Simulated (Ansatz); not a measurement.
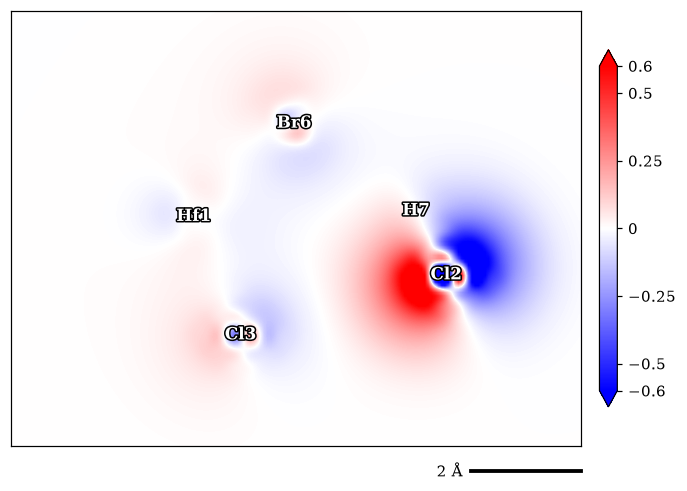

The picture shows: BrCl$_{3}$Hf···HCl. The HOMO on the plane of atoms Cl3, Hf1 and Br6 (values in Å⁻³ᐟ²; the overall sign is arbitrary).

Core potentials replace the inner electrons of Hf.

Method: Ansatz, RKS PBE0-D4/def2-SVP.

The calculation's input:

```
crystal:
  periodic: [false, false, false]
  atoms:
    - { symbol: Hf, position_ang: [-0.605717, 0.0, -0.453569] }
    - { symbol: Cl, position_ang: [0.175188, 0.0, 3.182001] }
    - { symbol: Cl, position_ang: [1.66557, 0.0, 0.067655] }
    - { symbol: Cl, position_ang: [-0.892643, 1.831465, -1.831221] }
    - { symbol: Cl, position_ang: [-0.892643, -1.831465, -1.831221] }
    - { symbol: Br, position_ang: [-2.738134, 0.0, 1.132309] }
    - { symbol: H, position_ang: [-1.144521, 0.0, 3.372047] }
basis:
  gaussian: { orbitals: def2-SVP }
hamiltonian:
  xc: pbe0
  dispersion: d4
relax:
  f_tol: 0.03
  max_steps: 50
output:
  orbitals: {}
```

Run with:

```sh
ansatz run input.yaml --threads 4 --pin off --max-ram 5120MiB --backend cpu --events-out ev --progress --plain --runs-dir out
```

The fields are those of the run's last geometry, not of the input's.

Describe this orbital and give its energy.

By Hirshfeld shares it lies mainly on Cl2 (about 95 %); largely a lone pair of Cl2. Its energy is −8.99 eV.
